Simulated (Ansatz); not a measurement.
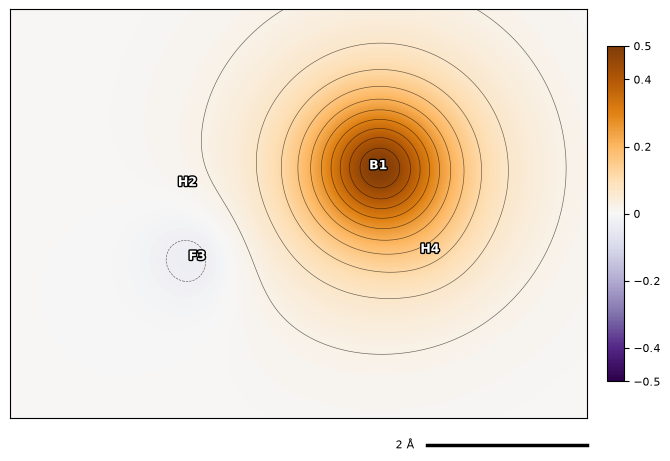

Figure. BH···HF. The LUMO on a plane 0.8 Å above the molecular plane (values in Å⁻³ᐟ²; the overall sign is arbitrary).

Theory: RKS B3LYP/def2-TZVP (Ansatz 0.2.0).

Question: What is the character of this orbital?

Answer: By Hirshfeld shares it lies mainly on B1 (about 90 %) and H4 (about 10 %); it changes sign across the molecular plane (π type). Its energy is −2.56 eV.
